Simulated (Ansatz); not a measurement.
**SiH3F + GeH2: a complex and its separated parts**

The complex below is one end of an elementary step. How strongly is it bound against its free parts?

Method: PBE0-D4/def2-TZVP structures, single points in def2-TZVPP, no counterpoise correction; program: Ansatz 0.2.0, Gaussian basis.

Levels: SPW92, PBE-D4, BLYP-D4, r2SCAN-D4, B97M-V, PBE0-D4, B3LYP-D4, r2SCAN0-D4, BHLYP-D4, CAM-B3LYP-D4, wB97X-V, wB97M-V, B2PLYP, PBE-QIDH, RPA on PBE, Hartree-Fock, MP2, CCSD, CCSD(T).

Cores are frozen in the correlated methods. Filled d shells of the heavier atoms are correlated. B3LYP uses VWN-RPA correlation. B2PLYP carries no dispersion term here.

11 further runs of the same task are left out: 11 set aside as unsound or not needed.

## Step 1: Where the work starts

The complex: 8 atoms, charge 0, spin multiplicity 1.

Atoms are counted from 1 here; the program's logs count them from 0.

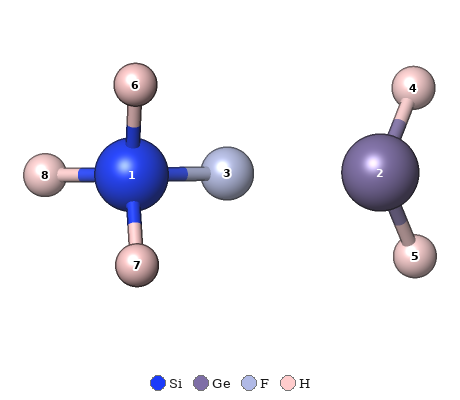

The starting geometry (silicon blue, germanium purple, fluorine light blue, hydrogen pink); atoms are numbered from 1 in the order of the file.

As a file:

```mol
FGeH5Si
  3D, bonds by distance, orders not assigned

  8  6  0  0  0  0  0  0  0  0999 V2000
    0.0745    0.0166    1.4313 Si  0  0
   -0.5598    0.4736   -1.8625 Ge  0  0
    0.5213   -0.5635   -0.0271 F   0  0
   -0.8028   -0.9834   -2.4472 H   0  0
    0.8682    0.5781   -2.5509 H   0  0
   -1.3770   -0.2151    1.5759 H   0  0
    0.4183    1.4527    1.4625 H   0  0
    0.8574   -0.7589    2.4179 H   0  0
  1  3  8  0
  1  6  8  0
  1  7  8  0
  1  8  8  0
  2  4  8  0
  2  5  8  0
M  END
```

Its parts: SiH3F holds atoms 1, 3, 6, 7, 8; GeH2 holds atoms 2, 4, 5. Each part counts its atoms afresh in its own runs.

## Step 2: Relaxing SiH3F alone

File relax-a/in.yaml:

```yaml
crystal:
  periodic: [false, false, false]
  atoms:
    - {symbol: Si, position_ang: [0.074543, 0.016571, 1.431298]}
    - {symbol: F, position_ang: [0.521311, -0.563450, -0.027140]}
    - {symbol: H, position_ang: [-1.377016, -0.215142, 1.575942]}
    - {symbol: H, position_ang: [0.418280, 1.452692, 1.462539]}
    - {symbol: H, position_ang: [0.857417, -0.758900, 2.417896]}
basis:
  gaussian: {orbitals: def2-TZVP}
hamiltonian: {xc: pbe0, dispersion: d4}
relax: {f_tol: 0.005, max_steps: 200}
```

The command line of these runs was not kept.

What it wrote:

```text
Functional definition: PBE0
  name "PBE0"
  cite "Adamo & Barone, J. Chem. Phys. 110, 6158 (1999) doi:10.1063/1.478522"
  cite "Perdew, Burke & Ernzerhof, Phys. Rev. Lett. 77, 3865 (1996) doi:10.1103/PhysRevLett.77.3865"
  parent pbe
  parameter a = 0.25
  parameter kappa = 0.804
  parameter beta = 0.06672455060314922
  exchange = (1 - a)*pbe_x(kappa = kappa, mu = beta*pi^2/3) + a*exact_x
  correlation = pbe_c(beta = beta)
556 factors; their error is unknown
mean field evaluation 1: about -10638.8118 eV, gradient 3.0e1 eV
mean field evaluation 2: about -10636.9811 eV, gradient 4.8e1 eV
mean field evaluation 4: about -10640.0822 eV, gradient 4.6e-1 eV
mean field evaluation 8: about -10640.1266 eV, gradient 3.6e-3 eV
mean field -10640.12659130 eV, -391.0174400934 hartree, gradient 4.8e-5 eV, S^2 0.000000; 0 other end points of the search recorded, 0 dependent functions left out
the calculation of the forces begins
reference -10640.12661572 eV, -391.0174409909 hartree; 13, 13 occupied and 73, 73 virtual orbitals, 556 factors
relax step   1: F+E_penalty+E_count = -10640.16493435 eV  Δ(F+E_penalty+E_count) = +0.000e0 eV  max|allowed force component| = 1.019e0 eV/Å  Δτ_max = 0.0000 Å  (20 SCF iters, accepted)
these checks for a lower state are left out or cut short: starts, cluster_reference, orbital_swaps, neighbouring_geometries, increment
556 factors; their error is unknown
mean field evaluation 16: about -10640.1426 eV, gradient 2.3e-5 eV
mean field -10640.14256537 eV, -391.0180271296 hartree, gradient 2.0e-5 eV, S^2 0.000000; 0 other end points of the search recorded, 0 dependent functions left out
the calculation of the forces begins
reference -10640.14258978 eV, -391.0180280268 hartree; 13, 13 occupied and 73, 73 virtual orbitals, 556 factors
relax step   2: F+E_penalty+E_count = -10640.18095825 eV  Δ(F+E_penalty+E_count) = -1.602e-2 eV  max|allowed force component| = 6.242e-1 eV/Å  Δτ_max = 0.0221 Å  (24 SCF iters, accepted)
these checks for a lower state are left out or cut short: starts, cluster_reference, orbital_swaps, neighbouring_geometries, increment
556 factors; their error is unknown
mean field -10640.14557828 eV, -391.0181378519 hartree, gradient 2.1e-5 eV, S^2 0.000000; 0 other end points of the search recorded, 0 dependent functions left out
the calculation of the forces begins
reference -10640.14560262 eV, -391.0181387464 hartree; 13, 13 occupied and 73, 73 virtual orbitals, 556 factors
relax step   3: F+E_penalty+E_count = -10640.18403281 eV  Δ(F+E_penalty+E_count) = -3.075e-3 eV  max|allowed force component| = 4.313e-1 eV/Å  Δτ_max = 0.0282 Å  (24 SCF iters, accepted)
these checks for a lower state are left out or cut short: starts, cluster_reference, orbital_swaps, neighbouring_geometries, increment
556 factors; their error is unknown
mean field evaluation 32: about -10640.1497 eV, gradient 1.8e-5 eV
mean field -10640.14966123 eV, -391.0182878976 hartree, gradient 1.8e-5 eV, S^2 0.000000; 0 other end points of the search recorded, 0 dependent functions left out
the calculation of the forces begins
reference -10640.14968560 eV, -391.0182887935 hartree; 13, 13 occupied and 73, 73 virtual orbitals, 556 factors
relax step   4: F+E_penalty+E_count = -10640.18810698 eV  Δ(F+E_penalty+E_count) = -4.074e-3 eV  max|allowed force component| = 8.455e-3 eV/Å  Δτ_max = 0.0177 Å  (24 SCF iters, accepted)
these checks for a lower state are left out or cut short: starts, cluster_reference, orbital_swaps, neighbouring_geometries, increment
556 factors; their error is unknown
mean field -10640.14967707 eV, -391.0182884797 hartree, gradient 7.0e-5 eV, S^2 0.000000; 0 other end points of the search recorded, 0 dependent functions left out
the calculation of the forces begins
reference -10640.14970145 eV, -391.0182893756 hartree; 13, 13 occupied and 73, 73 virtual orbitals, 556 factors
relax step   5: F+E_penalty+E_count = -10640.18812344 eV  Δ(F+E_penalty+E_count) = -1.646e-5 eV  max|allowed force component| = 2.550e-4 eV/Å  Δτ_max = 0.0014 Å  (16 SCF iters, accepted)
556 factors; their error is unknown
mean field -10640.14967707 eV, -391.0182884797 hartree, gradient 7.0e-5 eV, S^2 0.000000; 1 other end points of the search recorded, 0 dependent functions left out
the calculation of the forces begins
reference -10640.14970145 eV, -391.0182893756 hartree; 13, 13 occupied and 73, 73 virtual orbitals, 556 factors
Total energy: -10640.18814782 eV, -391.0197022538 hartree
Atom 0 at     0.088243     0.000304     1.408443 Å, force     0.000038    -0.000050    -0.000141 eV/Å
Atom 1 at     0.510833    -0.552529    -0.032185 Å, force     0.000035    -0.000033     0.000075 eV/Å
Atom 2 at    -1.368117    -0.212053     1.580252 Å, force    -0.000229     0.000103    -0.000027 eV/Å
Atom 3 at     0.414842     1.444406     1.467604 Å, force    -0.000089     0.000234    -0.000036 eV/Å
Atom 4 at     0.848735    -0.748357     2.436421 Å, force     0.000244    -0.000255     0.000129 eV/Å
Dipole moment:    -0.069803     0.091315     0.237945 e Å
```

It took 2.2 s on 4 threads, shared host.

The steps of the relaxation:

```csv
step,energy from step 1 (eV),largest force component (eV/Å)
1,0.0000,1.0190
2,-0.0160,0.6242
3,-0.0191,0.4313
4,-0.0232,0.0085
5,-0.0232,0.0003
```

Close pairs (by a distance rule), those that changed most:

```csv
bond,before (Å),after (Å),change (Å)
Si1–F2,1.632,1.600,-0.032
Si1–H4,1.477,1.482,+0.005
Si1–H3,1.477,1.482,+0.005
Si1–H5,1.479,1.482,+0.003
```

## Step 3: Relaxing GeH2 alone

File relax-b/in.yaml:

```yaml
crystal:
  periodic: [false, false, false]
  atoms:
    - {symbol: Ge, position_ang: [-0.559782, 0.473613, -1.862527]}
    - {symbol: H, position_ang: [-0.802840, -0.983404, -2.447229]}
    - {symbol: H, position_ang: [0.868183, 0.578121, -2.550878]}
basis:
  gaussian: {orbitals: def2-TZVP}
hamiltonian: {xc: pbe0, dispersion: d4}
relax: {f_tol: 0.005, max_steps: 200}
```

What it wrote:

```text
[... 10 set-up lines as earlier in the session ...]
489 factors; their error is unknown
mean field evaluation 1: about -56541.2109 eV, gradient 1.4e1 eV
mean field evaluation 2: about -56541.4063 eV, gradient 1.3e1 eV
mean field evaluation 4: about -56541.5973 eV, gradient 3.6e-1 eV
mean field evaluation 8: about -56541.8723 eV, gradient 1.5e-3 eV
mean field -56541.87227791 eV, -2077.8754807557 hartree, gradient 1.1e-5 eV, S^2 0.000000; 0 other end points of the search recorded, 0 dependent functions left out
the calculation of the forces begins
reference -56541.87229693 eV, -2077.8754814545 hartree; 17, 17 occupied and 43, 43 virtual orbitals, 489 factors
relax step   1: F+E_penalty+E_count = -56541.89111782 eV  Δ(F+E_penalty+E_count) = +0.000e0 eV  max|allowed force component| = 1.177e-1 eV/Å  Δτ_max = 0.0000 Å  (23 SCF iters, accepted)
these checks for a lower state are left out or cut short: starts, cluster_reference, orbital_swaps, neighbouring_geometries, increment
489 factors; their error is unknown
mean field evaluation 16: about -56541.8722 eV, gradient 1.0e-1 eV
mean field -56541.87222137 eV, -2077.8754786779 hartree, gradient 4.2e-5 eV, S^2 0.000000; 0 other end points of the search recorded, 0 dependent functions left out
the calculation of the forces begins
reference -56541.87224039 eV, -2077.8754793770 hartree; 17, 17 occupied and 43, 43 virtual orbitals, 489 factors
relax step   2: F+E_penalty+E_count = -56541.89108758 eV  Δ(F+E_penalty+E_count) = +3.024e-5 eV  max|allowed force component| = 7.179e-2 eV/Å  Δτ_max = 0.0309 Å  (23 SCF iters, rejected (line search))
these checks for a lower state are left out or cut short: starts, cluster_reference, orbital_swaps, neighbouring_geometries, increment
489 factors; their error is unknown
mean field -56541.87409129 eV, -2077.8755473960 hartree, gradient 4.2e-5 eV, S^2 0.000000; 0 other end points of the search recorded, 0 dependent functions left out
the calculation of the forces begins
reference -56541.87411031 eV, -2077.8755480951 hartree; 17, 17 occupied and 43, 43 virtual orbitals, 489 factors
relax step   3: F+E_penalty+E_count = -56541.89294928 eV  Δ(F+E_penalty+E_count) = -1.831e-3 eV  max|allowed force component| = 5.860e-3 eV/Å  Δτ_max = 0.0131 Å  (24 SCF iters, accepted)
these checks for a lower state are left out or cut short: starts, cluster_reference, orbital_swaps, neighbouring_geometries, increment
489 factors; their error is unknown
mean field -56541.87409500 eV, -2077.8755475323 hartree, gradient 1.4e-5 eV, S^2 0.000000; 0 other end points of the search recorded, 0 dependent functions left out
the calculation of the forces begins
reference -56541.87411402 eV, -2077.8755482315 hartree; 17, 17 occupied and 43, 43 virtual orbitals, 489 factors
relax step   4: F+E_penalty+E_count = -56541.89295229 eV  Δ(F+E_penalty+E_count) = -3.007e-6 eV  max|allowed force component| = 1.285e-4 eV/Å  Δτ_max = 0.0004 Å  (18 SCF iters, accepted)
489 factors; their error is unknown
mean field evaluation 32: about -56541.8741 eV, gradient 1.4e-5 eV
mean field -56541.87409500 eV, -2077.8755475323 hartree, gradient 1.4e-5 eV, S^2 0.000000; 1 other end points of the search recorded, 0 dependent functions left out
the calculation of the forces begins
reference -56541.87411402 eV, -2077.8755482315 hartree; 17, 17 occupied and 43, 43 virtual orbitals, 489 factors
Total energy: -56541.89297131 eV, -2077.8762412242 hartree
Atom 0 at    -0.566732     0.481543    -1.855061 Å, force     0.000055    -0.000063    -0.000059 eV/Å
Atom 1 at    -0.791264    -0.979798    -2.451464 Å, force     0.000073     0.000126     0.000023 eV/Å
Atom 2 at     0.863557     0.566584    -2.554109 Å, force    -0.000128    -0.000063     0.000036 eV/Å
Dipole moment:    -0.016723     0.019089     0.017967 e Å
```

It took 1.1 s on 4 threads, shared host.

Step by step:

```csv
step,energy from step 1 (eV),largest force component (eV/Å)
1,0.0000,0.1177
2,0.0000,0.0718
3,-0.0018,0.0059
4,-0.0018,0.0001
```

Close pairs (by a distance rule), those that changed most:

```csv
bond,before (Å),after (Å),change (Å)
Ge1–H3,1.589,1.594,+0.006
Ge1–H2,1.589,1.594,+0.006
```

## Step 4: wB97M-V/def2-TZVPP

File parta/in.yaml:

```yaml
crystal:
  periodic: [false, false, false]
  atoms:
    - {symbol: Si, position_ang: [0.088243, 0.000304, 1.408443]}
    - {symbol: F, position_ang: [0.510833, -0.552529, -0.032185]}
    - {symbol: H, position_ang: [-1.368117, -0.212053, 1.580252]}
    - {symbol: H, position_ang: [0.414842, 1.444406, 1.467604]}
    - {symbol: H, position_ang: [0.848735, -0.748357, 2.436421]}
basis:
  gaussian: {orbitals: def2-TZVPP}
hamiltonian: {xc: {name: wB97M-V}}
```

File partb/in.yaml:

```yaml
crystal:
  periodic: [false, false, false]
  atoms:
    - {symbol: Ge, position_ang: [-0.566732, 0.481543, -1.855061]}
    - {symbol: H, position_ang: [-0.791264, -0.979798, -2.451464]}
    - {symbol: H, position_ang: [0.863557, 0.566584, -2.554109]}
basis:
  gaussian: {orbitals: def2-TZVPP}
hamiltonian: {xc: {name: wB97M-V}}
```

parta printed:

```text
Functional definition: wB97M-V
  name "wB97M-V"
  cite "Mardirossian & Head-Gordon, J. Chem. Phys. 144, 214110 (2016) doi:10.1063/1.4952647"
  cite "Becke, J. Chem. Phys. 107, 8554 (1997) doi:10.1063/1.475007"
  cite "Vydrov & Van Voorhis, J. Chem. Phys. 133, 244103 (2010) doi:10.1063/1.3521275"
  # Of w^i u^j: cxij and so on, Table III.
  parameter omega = 0.3/bohr
  parameter cx = 0.15
  parameter cx01 = 1.007
  parameter cx10 = 0.259
  parameter css00 = 0.443
  parameter css04 = -1.437
  parameter css10 = -4.535
  parameter css20 = -3.390
  parameter css43 = 4.278
  parameter cos00 = 1.000
  parameter cos10 = 1.358
  parameter cos20 = 2.924
  parameter cos21 = -8.812
  parameter cos60 = -1.390
  parameter cos61 = 9.142
  parameter b = 6.0
  parameter c = 0.01
  gx(w, u) = 1 - cx + cx01*u + cx10*w
  gss(w, u) = css00 + css04*u^4 + css10*w + css20*w^2 + css43*w^4*u^3
  gos(w, u) = cos00 + cos10*w + (cos20 + cos21*u)*w^2 + (cos60 + cos61*u)*w^6
  exchange = spin_sum(e_x_unif_sr(omega)*gx(b97_w, b97_u_x)) + cx*exact_x_sr(omega) + exact_x_lr(omega)
  correlation = spin_sum(e_c_pw_mod_same_spin*gss(b97_w, b97_u_same))
      + integral(e_c_pw_mod_opposite_spin*gos(b97_w_opposite, b97_u_opposite)) + vv10(b, c)
624 factors; their error is unknown
142 factors; integrals over basis functions are off by at most 1.1e-5 eV
mean field evaluation 1: about -10643.4272 eV, gradient 3.0e1 eV
mean field evaluation 2: about -10643.1754 eV, gradient 3.5e1 eV
mean field evaluation 4: about -10644.7142 eV, gradient 2.1e-1 eV
mean field evaluation 8: about -10644.7279 eV, gradient 1.3e-2 eV
mean field -10644.72787438 eV, -391.1865341279 hartree, gradient 2.4e-5 eV, S^2 0.000000; 0 other end points of the search recorded, 0 dependent functions left out
reference -10644.72791375 eV, -391.1865355745 hartree; 13, 13 occupied and 102, 102 virtual orbitals, 624 factors
Total energy: -10644.72791375 eV, -391.1865355745 hartree
```

Log of partb:

```text
[... 5 set-up lines as earlier in the session ...]
  # Of w^i u^j: cxij and so on, Table III.
[... 17 set-up lines as earlier in the session ...]
  gx(w, u) = 1 - cx + cx01*u + cx10*w
  gss(w, u) = css00 + css04*u^4 + css10*w + css20*w^2 + css43*w^4*u^3
  gos(w, u) = cos00 + cos10*w + (cos20 + cos21*u)*w^2 + (cos60 + cos61*u)*w^6
[... 2 set-up lines as earlier in the session ...]
      + integral(e_c_pw_mod_opposite_spin*gos(b97_w_opposite, b97_u_opposite)) + vv10(b, c)
504 factors; their error is unknown
106 factors; integrals over basis functions are off by at most 8.5e-5 eV
mean field evaluation 1: about -56545.3554 eV, gradient 1.3e1 eV
mean field evaluation 2: about -56545.5633 eV, gradient 1.1e1 eV
mean field evaluation 4: about -56545.6549 eV, gradient 2.9e-1 eV
mean field evaluation 8: about -56545.8178 eV, gradient 2.6e-3 eV
mean field -56545.81781388 eV, -2078.0204765280 hartree, gradient 1.4e-5 eV, S^2 0.000000; 0 other end points of the search recorded, 0 dependent functions left out
reference -56545.81784506 eV, -2078.0204776739 hartree; 17, 17 occupied and 59, 59 virtual orbitals, 504 factors
Total energy: -56545.81784506 eV, -2078.0204776739 hartree
```

Times: 1.4 s (parta), 0.75 s (partb) on 4 threads, shared host; peak memory 0.2 GiB.

## Step 5: CCSD(T)/def2-TZVPP

Each input of step 4 (parta, partb) changes in the same lines:

```diff
-hamiltonian: {xc: {name: wB97M-V}}
+correlation: {method: ccsd_t}
```

Log of parta:

```text
Functional definition: HF
  name "HF"
  cite "Fock, Z. Phys. 61, 126 (1930) doi:10.1007/BF01340294"
[... 1 set-up line as earlier in the session ...]
  exchange = exact_x
  correlation = 0
673 factors; integrals over basis functions are off by at most 8.5e-4 eV
mean field evaluation 1: about -10617.3412 eV, gradient 2.6e1 eV
mean field evaluation 2: about -10617.3444 eV, gradient 2.6e1 eV
mean field evaluation 4: about -10618.7401 eV, gradient 1.9e0 eV
mean field evaluation 8: about -10618.7567 eV, gradient 2.4e-4 eV
mean field evaluation 16: about -10618.7563 eV, gradient 3.0e-1 eV
mean field -10618.75670620 eV, -390.2321113010 hartree, gradient 1.8e-6 eV, S^2 0.000000; 0 other end points of the search recorded, 0 dependent functions left out
6 core orbitals not correlated: weight in the atoms' cores, before any rotation towards them, 1.000 or more for the frozen orbitals, at most 0.000 for the correlated occupied ones
reference -10618.75670620 eV, -390.2321113010 hartree; 7, 7 occupied and 102, 102 virtual orbitals, 673 factors
second order -10.41001148 eV of doubles, -0.00000000 eV of singles
cycle   1  -10.68409565 eV  change   -2.7e-1 eV  update   7.1e-2
cycle   2  -10.95081486 eV  change   -2.7e-1 eV  update   2.1e-2
cycle   3  -11.01479761 eV  change   -6.4e-2 eV  update   1.0e-2
cycle   4  -11.00767860 eV  change    7.1e-3 eV  update   1.8e-3
cycle   5  -11.00745683 eV  change    2.2e-4 eV  update   6.9e-4
cycle   6  -11.00774943 eV  change   -2.9e-4 eV  update   1.8e-4
cycle   7  -11.00765808 eV  change    9.1e-5 eV  update   5.6e-5
cycle   8  -11.00764129 eV  change    1.7e-5 eV  update   1.3e-5
perturbative correction -0.28076099 eV, -0.0103177761 hartree
Total energy: -10630.04510848 eV, -390.6469524332 hartree
```

Output in partb:

```text
[... 6 set-up lines as earlier in the session ...]
469 factors; integrals over basis functions are off by at most 9.3e-4 eV
mean field evaluation 1: about -56503.4350 eV, gradient 7.9e0 eV
mean field evaluation 2: about -56503.4646 eV, gradient 7.9e0 eV
mean field evaluation 4: about -56503.7927 eV, gradient 1.7e0 eV
mean field evaluation 8: about -56503.7977 eV, gradient 4.8e-4 eV
mean field evaluation 16: about -56503.7584 eV, gradient 1.7e0 eV
mean field -56503.79774940 eV, -2076.4762676406 hartree, gradient 2.7e-6 eV, S^2 0.000000; 0 other end points of the search recorded, 0 dependent functions left out; unrestricted orbitals would lower it
9 core orbitals not correlated: weight in the atoms' cores, before any rotation towards them, 1.000 or more for the frozen orbitals, at most 0.000 for the correlated occupied ones
reference -56503.79774940 eV, -2076.4762676406 hartree; 8, 8 occupied and 59, 59 virtual orbitals, 469 factors
second order -6.50231337 eV of doubles, -0.00000000 eV of singles
cycle   1  -6.61152422 eV  change   -1.1e-1 eV  update   7.3e-2
cycle   2  -6.92346605 eV  change   -3.1e-1 eV  update   2.7e-2
cycle   3  -6.94851988 eV  change   -2.5e-2 eV  update   1.2e-2
cycle   4  -6.94828436 eV  change    2.4e-4 eV  update   3.9e-3
cycle   5  -6.94928236 eV  change   -1.0e-3 eV  update   1.1e-3
cycle   6  -6.94888447 eV  change    4.0e-4 eV  update   4.1e-4
cycle   7  -6.94894145 eV  change   -5.7e-5 eV  update   1.3e-4
cycle   8  -6.94899239 eV  change   -5.1e-5 eV  update   4.1e-5
cycle   9  -6.94898226 eV  change    1.0e-5 eV  update   1.3e-5
perturbative correction -0.22173325 eV, -0.0081485465 hartree
Total energy: -56510.96846490 eV, -2076.7397865750 hartree
```

They took 1 s (parta), 0.45 s (partb) on 4 threads, shared host; peak memory 0.36 GiB.

[end of part 1 of 2]
